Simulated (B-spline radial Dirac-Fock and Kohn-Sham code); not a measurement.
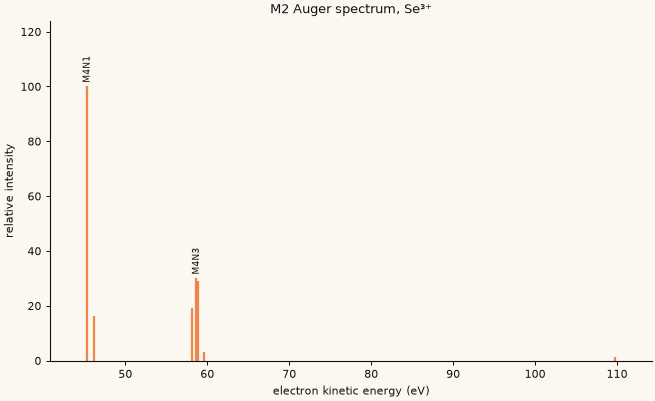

Auger and Coster–Kronig groups that fill an M2 (3p1/2) hole, as sticks. Kinetic energies count from the vacuum level; very weak lines are left out. System: selenium in charge state +3 (Se³⁺) ([Ar] 3d10 4s2 4p1). Method: independent-particle Coulomb rates on relativistic LDA orbitals, configuration-average energies from Dirac–Fock (computed with a B-spline radial code). Widths ruled by Coster–Kronig decay come out up to twice the measured ones in this model.

### How wide is the M2 level from this decay?

The non-radiative width is 0.750 eV.

### Which group is strongest?

M2-M4N1 at 45.34 eV, 50 % of the non-radiative width.
